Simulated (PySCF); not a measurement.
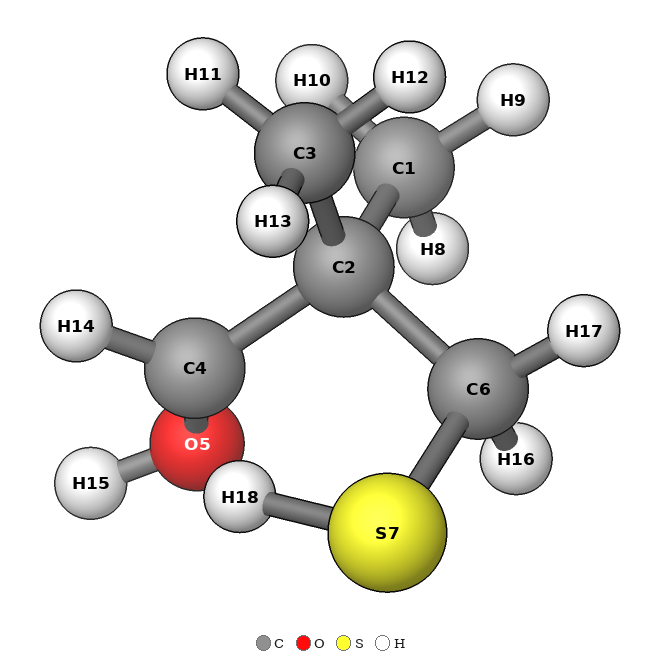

State: neutral, doublet. Computed geometry: GFN2-xTB optimisation. No frequency run is at hand to confirm it as a minimum. Computed with UKS B3LYP, pcH-1 on C H O S, non-relativistic (PySCF 2.14.0). Fermi-contact and spin-dipolar terms alone, no spin-orbit part.

Question. Which nucleus has the largest dipolar (anisotropic) hyperfine coupling?

Answer. 13C at C4: principal values −62.0, −61.0, 123.0 MHz.

List the isotropic and dipolar parts for the most strongly coupled nuclei, one of each equivalent set.

```json
{"atom": "C4", "isotope": "13C", "a_iso (MHz)": "156.8", "dipolar part (MHz)": "−62.0, −61.0, 123.0"}
{"atom": "H18", "isotope": "1H", "a_iso (MHz)": "−89.8", "dipolar part (MHz)": "−33.0, −26.6, 59.6"}
{"atom": "O5", "isotope": "17O", "a_iso (MHz)": "−19.4", "dipolar part (MHz)": "−59.0, 28.4, 30.5"}
{"atom": "S7", "isotope": "33S", "a_iso (MHz)": "10.4", "dipolar part (MHz)": "−27.0, −26.3, 53.3"}
{"atom": "H14", "isotope": "1H", "a_iso (MHz)": "−11.7", "dipolar part (MHz)": "−28.0, −2.2, 30.1"}
{"atom": "H15", "isotope": "1H", "a_iso (MHz)": "−11.3", "dipolar part (MHz)": "−12.6, −7.5, 20.0"}
{"atom": "H11", "isotope": "1H", "a_iso (MHz)": "0.6", "dipolar part (MHz)": "−2.7, −2.1, 4.8"}
{"atom": "H10", "isotope": "1H", "a_iso (MHz)": "0.0", "dipolar part (MHz)": "−3.0, −1.8, 4.7"}
```
